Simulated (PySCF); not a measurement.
## NMR shielding calculation of C4H15NOSi3

System: C4H15NOSi3.
Method: GIAO PBE0/pcSseg-1 NMR shielding, non-relativistic, gas phase (PySCF 2.14.0).

The geometry comes from this level: GFN2-xTB. It belongs to a series of runs on one base structure; here: C replaced by Si. Figures and captions count atoms from 1; the log counts them from 0 in places.

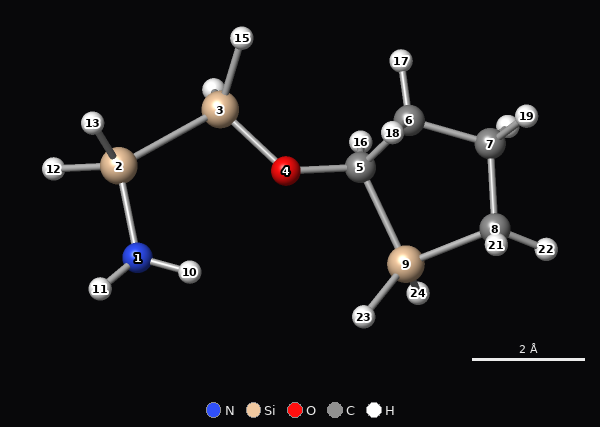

*The structure as given in the input (ball-and-stick view, seen at a tilt; atoms are numbered from 1 in the order of the input).*

## Summary

```csv
quantity,value
outcome,converged
total energy,−1159.171708 hartree
HOMO,−7.04 eV
LUMO,−0.40 eV
dipole moment,1.88 D
"isotropic shielding, N",279.4 ppm
"isotropic shielding, Si",378.4 to 415.3 ppm
"isotropic shielding, O",329.8 ppm
"isotropic shielding, C",113.1 to 176.6 ppm
"isotropic shielding, H",26.5 to 32.0 ppm
hardware,"1 CPU thread, shared host"
wall time,73 s
peak memory,1.2 GiB
```

## The input
```
{"job": {"kind": "nmr", "xc": "PBE0", "basis": "pcSseg-1"}, "charge": 0, "multiplicity": 1}
N      3.413366     1.573207     0.338245
Si     3.747088    -0.117277     0.356079
Si     1.882075    -1.316439    -0.186259
O      0.706132    -0.198526    -0.192706
C     -0.656065    -0.366682    -0.523012
C     -1.457188    -0.957101     0.641168
C     -2.925788    -0.601017     0.436448
C     -3.023925     0.908835     0.188475
Si    -1.495564     1.321491    -0.878060
H      2.492370     1.887582     0.595034
H      4.108309     2.234120     0.646079
H      4.851801    -0.279079    -0.598562
H      4.304126    -0.578722     1.646218
H      1.906312    -2.001614    -1.491732
H      1.555767    -2.407851     0.752275
H     -0.724484    -1.045373    -1.382315
H     -1.308133    -2.035939     0.718359
H     -1.093668    -0.500456     1.564679
H     -3.522050    -0.903844     1.299500
H     -3.303186    -1.138054    -0.436511
H     -2.982320     1.436604     1.142227
H     -3.977420     1.164780    -0.268988
H     -0.697897     2.433509    -0.361180
H     -1.811392     1.507611    -2.296737
```

The first line tells a small driver script what to run in PySCF; the rest is the geometry in Å.

Command:
```bash
OMP_NUM_THREADS=1 python <driver script> task.json out
```

## Output
```
coarse grid: 20664 points
cycle   1  E = -1158.9813542659  dE =  8.852e-01  |g| = 8.055e-01  |ddm| = 4.357e+00
cycle   2  E = -1158.7993132852  dE =  1.820e-01  |g| = 1.248e+00  |ddm| = 1.866e+00
cycle   3  E = -1159.1092901521  dE = -3.100e-01  |g| = 1.221e-01  |ddm| = 1.334e+00
cycle   4  E = -1159.1116263904  dE = -2.336e-03  |g| = 5.893e-02  |ddm| = 1.476e-01
cycle   5  E = -1159.1124034230  dE = -7.770e-04  |g| = 9.932e-03  |ddm| = 5.990e-02
cycle   6  E = -1159.1124228048  dE = -1.938e-05  |g| = 3.489e-03  |ddm| = 1.218e-02
cycle   7  E = -1159.1124254469  dE = -2.642e-06  |g| = 5.772e-04  |ddm| = 3.204e-03
final grid: 183392 points
cycle   8  E = -1159.1716799257  dE = -3.204e-05  |g| = 1.156e-02  |ddm| = 2.871e-02
cycle   9  E = -1159.1716474267  dE =  3.250e-05  |g| = 1.727e-02  |ddm| = 2.172e-02
cycle  10  E = -1159.1717072541  dE = -5.983e-05  |g| = 1.119e-03  |ddm| = 1.339e-02
cycle  11  E = -1159.1717074875  dE = -2.334e-07  |g| = 3.723e-04  |ddm| = 1.370e-03
cycle  12  E = -1159.1717075159  dE = -2.839e-08  |g| = 6.383e-05  |ddm| = 3.845e-04
cycle  13  E = -1159.1717075167  dE = -7.481e-10  |g| = 2.601e-05  |ddm| = 7.814e-05
```

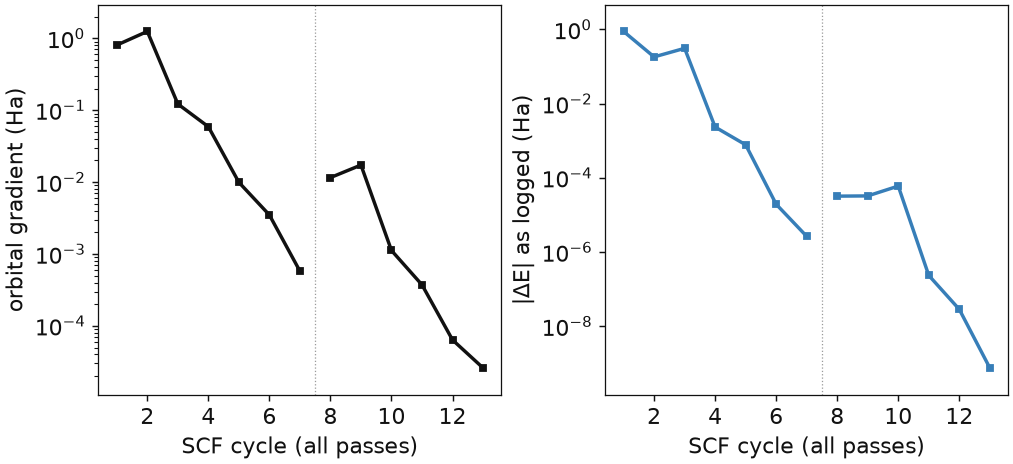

*Convergence of the self-consistent field: orbital gradient and size of the energy change against the SCF cycle. The dotted line marks the change from a coarse to the final integration grid.*

The first 7 cycles use a coarse grid, the final grid takes over at cycle 8, and the field converges after 13 cycles in all.

```
converged SCF energy = -1159.1717075167

GIAO shielding tensors (ppm)
atom      isotropic    diamagn.    paramagn.     s11        s22        s33       span
  0 N      279.375     320.434     -41.058    241.979    262.744    333.403     91.424
  1 Si     415.312     878.956    -463.644    371.801    387.679    486.457    114.656
  2 Si     383.388     882.664    -499.276    316.664    349.966    483.535    166.871
  3 O      329.758     401.866     -72.107    260.631    341.189    387.455    126.824
  4 C      113.128     246.300    -133.172     73.117     99.673    166.593     93.477
  5 C      147.033     250.128    -103.095    125.531    153.962    161.605     36.073
  6 C      159.822     249.782     -89.961    137.066    170.428    171.971     34.905
  7 C      176.598     253.191     -76.592    159.290    172.078    198.427     39.137
  8 Si     378.433     880.568    -502.135    337.490    372.376    425.433     87.943
  9 H       31.749      36.423      -4.674     22.222     29.341     43.684     21.462
 10 H       32.047      28.587       3.460     23.329     27.724     45.087     21.757
 11 H       26.938      27.653      -0.715     23.618     24.901     32.294      8.676
 12 H       26.796      28.280      -1.484     23.388     24.516     32.484      9.096
 13 H       26.555      30.516      -3.961     23.405     24.661     31.600      8.195
 14 H       26.471      30.942      -4.471     22.690     25.524     31.199      8.509
 15 H       27.671      32.706      -5.035     24.458     28.644     29.912      5.454
 16 H       29.027      32.385      -3.358     23.862     28.768     34.451     10.589
 17 H       30.288      33.720      -3.431     26.355     30.148     34.362      8.008
 18 H       29.562      29.051       0.511     23.957     27.479     37.251     13.294
 19 H       30.475      30.618      -0.143     25.734     28.589     37.103     11.369
 20 H       30.678      30.646       0.032     26.527     27.740     37.766     11.239
 21 H       30.727      28.177       2.550     25.736     27.547     38.898     13.163
 22 H       27.611      30.208      -2.597     23.952     26.406     32.475      8.523
 23 H       27.479      29.643      -2.164     24.068     25.164     33.205      9.137
```

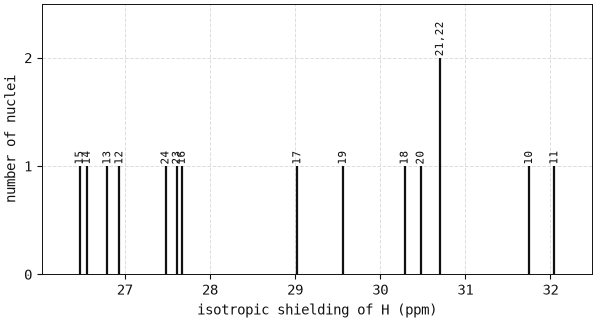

*Isotropic shieldings of the hydrogen nuclei in this fixed geometry, labelled by atom number; shielding grows to the right, so chemical shift grows to the left.*

The least shielded is H15 (26.5 ppm), the most shielded H11 (32.0 ppm).

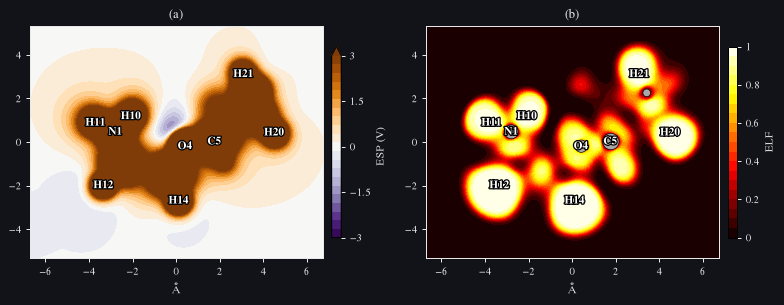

*(a) molecular electrostatic potential; (b) electron localisation function on the plane of atoms H10, N1 and H11. Grey discs, where drawn, cover atomic cores.*

C–O (1.41 Å): the ELF peaks at about 0.90 between the atoms (a polar covalent bond). N–H (1.01 Å): the ELF climbs to about 1 towards the hydrogen, as it does in any bond to H (a covalent bond by its length).

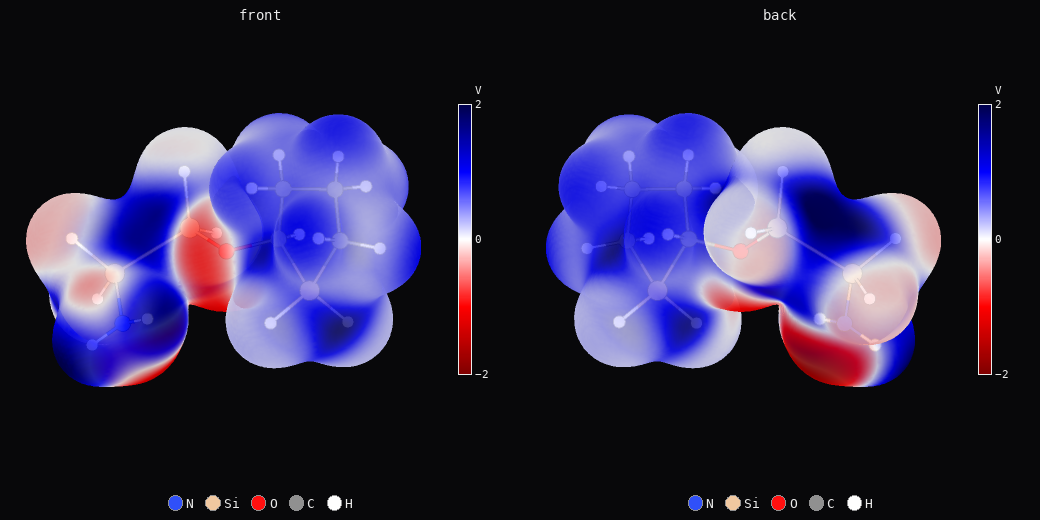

*The electrostatic potential painted on the density surface at 0.004 e/bohr³, seen at a tilt and from behind; the colour scale runs from red (negative) to blue (positive).*

A positive charge is drawn to the negative regions and a negative charge to the positive ones. Its dipole moment is 1.88 D.
